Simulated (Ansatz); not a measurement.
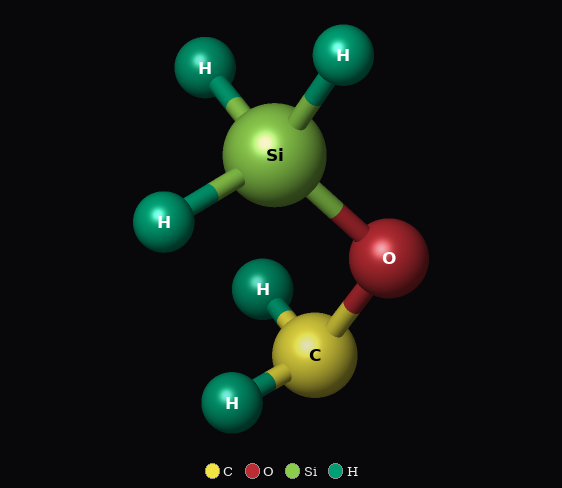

State: charge −1, singlet. The geometry was computed by an optimisation with PBE0-D4/def2-TZVPD. No frequency run is at hand to confirm it as a minimum. Level of theory: RKS r2SCAN-D4/def2-TZVPPD (Ansatz 0.2.0).

Question: What is the dispersion correction?

Answer: −3.8 kJ/mol.
